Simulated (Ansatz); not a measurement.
## KMgF3 (Pm-3m): how ε∞ follows the gap

The empty bands of KMgF3 (Pm-3m) are shifted up rigidly by Δ, and ε∞ is computed for each shift.

Cell: a, b, c = 3.986, 3.986, 3.986 Å (primitive vectors), 5 atoms.

Method: Ansatz 0.2.0, r2SCAN, independent particles, k-mesh 6×6×6 with interpolation inside its cells, Gaussian parameter 0.1 eV.

Launch of the response step: `ansatz run input.yaml --threads 4 --pin off --max-ram 8192MiB --backend cpu --events-out ev --progress --plain --runs-dir out`. The series took 2.3 min in all, on 4 threads of Intel(R) Xeon(R) Processor @ 2.50GHz (Skylake/Cascade Lake), with other jobs on the host.

```tsv
Δ (eV)	ε∞
0.00	?
0.40	2.040
0.80	2.018
1.20	1.995
1.60	1.975
2.00	1.956
```

With one effective transition at E₀ and fixed dipole strength, ε∞ − 1 = A/(E₀ + Δ), so 1/(ε∞ − 1) is linear in Δ.

Working, on the rows shown:

| x = Δ (eV) | y = 1/(ε∞ − 1) |
| --- | --- |
| 0.4 | 0.961538 |
| 0.8 | 0.982318 |
| 1.2 | 1.00503 |
| 1.6 | 1.02564 |
| 2 | 1.04603 |

Means: x̄ = 1.2, ȳ = 1.0041. Σ(x − x̄)(y − ȳ) = 0.08492, Σ(x − x̄)² = 1.6. Slope = 0.08492 / 1.6 = 0.05307; intercept = ȳ − slope · x̄ = 0.94042. Turned back into ε∞, the line misses the rows shown by at most 0.00091.

Problem. Fill in the last column of the withheld row.

Solution. At x = 0 the line gives y = 0.94042, that is 2.063. The run gave 2.062, so the extrapolation is off by 0.0014, 1.3 % of the range in the table.

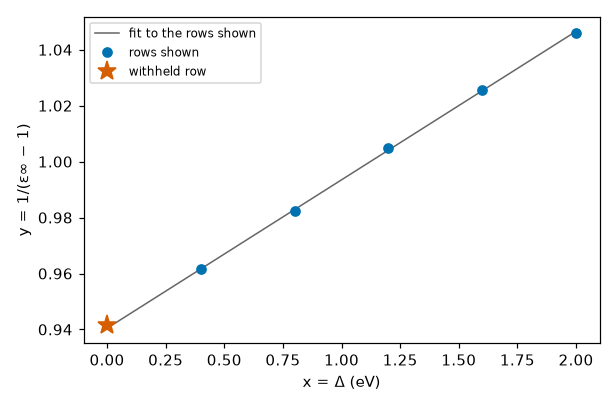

Refitted with all rows, the slope is 0.05265 and the intercept 0.94105. These give E₀ = intercept/slope = 17.9 eV, far above the least direct gap of 8.58 eV: most of the screening comes from transitions well over the edge. Over the first step ε∞ falls by 3 % per eV. Excitons are left out and so are local fields; r2SCAN gaps are as a rule too small.

[Logs are printed without paths, hosts, clocks, repeated set-up lines and the standing remarks that a program may print on its own settings, such as how far it seeks lower states.]
